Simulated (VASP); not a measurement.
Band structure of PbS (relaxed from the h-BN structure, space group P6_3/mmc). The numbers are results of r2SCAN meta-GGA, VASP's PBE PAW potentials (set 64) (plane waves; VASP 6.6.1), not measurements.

Unless said otherwise, spin-orbit coupling is left out, though it shifts the bands of the heavy elements here.

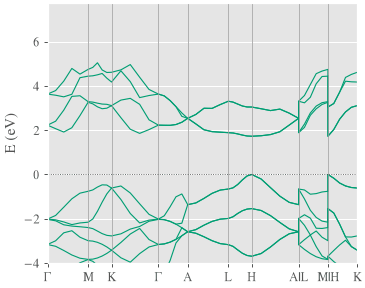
Figure: Bands along high-symmetry lines, zero at the valence-band maximum or, without a gap, the Fermi level

Q: Read the plot: is there a gap, and where are the band edges?

A: The gap is direct, 1.73 eV, from the valence maximum at H to the conduction minimum at H.

The structure was generated: PbS was put into the h-BN type (P6_3/mmc), which need not be its known phase. It was relaxed first, which changed the volume by -38 %.
